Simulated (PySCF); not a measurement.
Si(Cl)(OH)(SiH3)2, SMILES O[Si]([SiH3])([SiH3])Cl (H7ClOSi3) at its PBE0/def2-SVP optimised geometry (Å):

```
12

O      0.9752    -0.9835     0.0000
Si    -0.6904    -0.9835     0.0000
Si    -1.3539    -1.9599     2.0223
Si    -1.5640    -1.9340    -1.9655
Cl    -1.4131     0.9835     0.0000
H      1.4131    -0.6236    -0.7787
H     -2.8463    -1.9316     2.0970
H     -0.7817    -1.1869     3.1649
H     -0.8906    -3.3797     2.0910
H     -1.0248    -1.1930    -3.1490
H     -3.0548    -1.8339    -1.9613
H     -1.1691    -3.3725    -2.0793
```

Method: PBE0/def2-TZVP (PySCF). Cells within 0.4 Å of a nucleus heavier than hydrogen are left out (blank, or x).

Map of the electrostatic potential (hartree/e), clipped to [-0.08, 0.12] on the plane z = 0.0 Å:

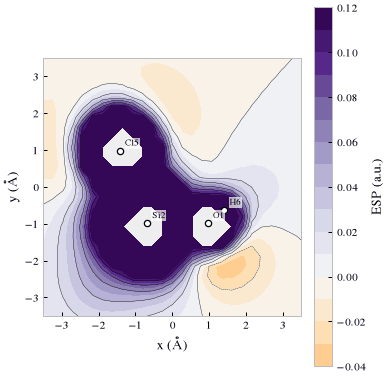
*Electrostatic potential (hartree/e), clipped to [-0.08, 0.12] on the plane z = 0.0 Å.*
